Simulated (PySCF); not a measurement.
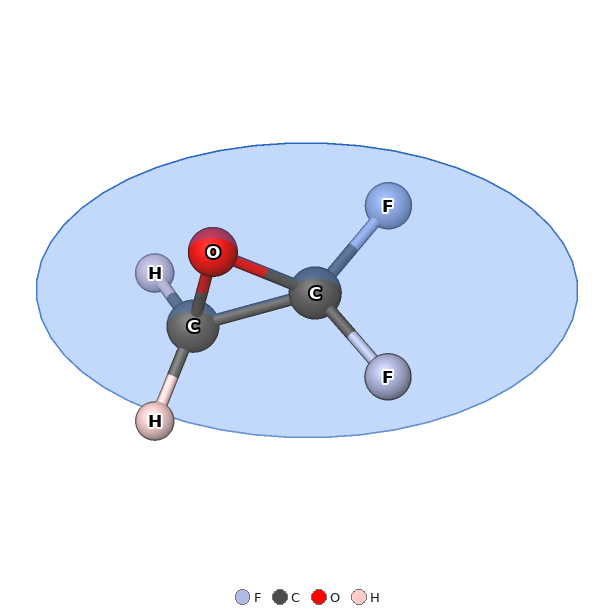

All proper rotation axes (lines) and mirror planes (discs) of the structure are drawn in. Depth is shown by fading: the farther an atom, the more it takes the colour of the background. The computed structure is the end point of a PBE0-D3(BJ)/def2-SVP optimisation. No frequency run is at hand to confirm it as a minimum.

> Name the symmetry elements and the point group.

It has 1 mirror plane. Point group Cs. The group has 2 operations. The geometry is achiral, and symmetry allows a dipole moment.
